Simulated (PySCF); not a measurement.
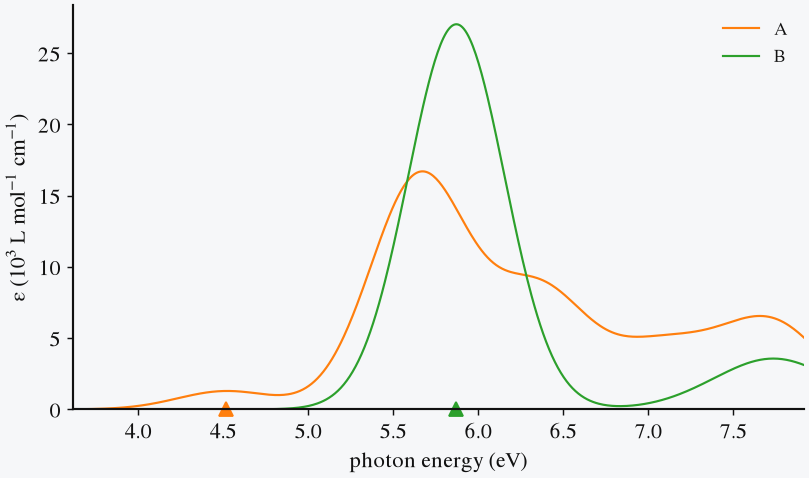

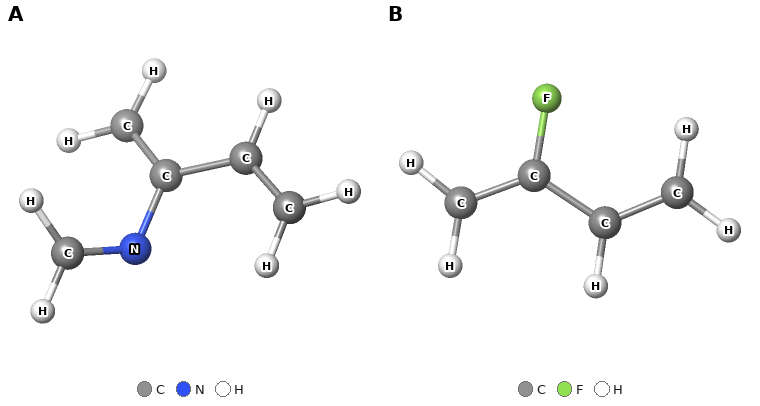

Related molecules: A is C₅H₇N, SMILES C=CC(=C)N=C; B is C₄H₅F, SMILES C=CC(=C)F. Vertical TDDFT absorption, ωB97X-D/def2-SVPD in PySCF, at a PBE0-D3(BJ)/def2-SVP geometry (no frequency check); Gaussians of 1/e half-width 0.40 eV, triangles mark S1, and the range ends where the computed states of one molecule run out.

How does the lowest singlet move?

Answer. A: 4.52 eV (f = 0.032, mixed, the largest part being HOMO → LUMO (37 %)); B: 5.87 eV (f = 0.668, mainly HOMO → LUMO (98 %)). From A to B it shifts 1.36 eV to the blue, but one of these states is bright and the other nearly dark, so it isn't one band that moves.

And the brightest state of each within the range drawn?

Answer. A: S3 at 5.67 eV, f = 0.38; B: S1 at 5.87 eV, f = 0.67.

Limits of at least one run: core orbitals are frozen in the response; one conformer of a flexible molecule; states above the negative HOMO energy depend on the basis.
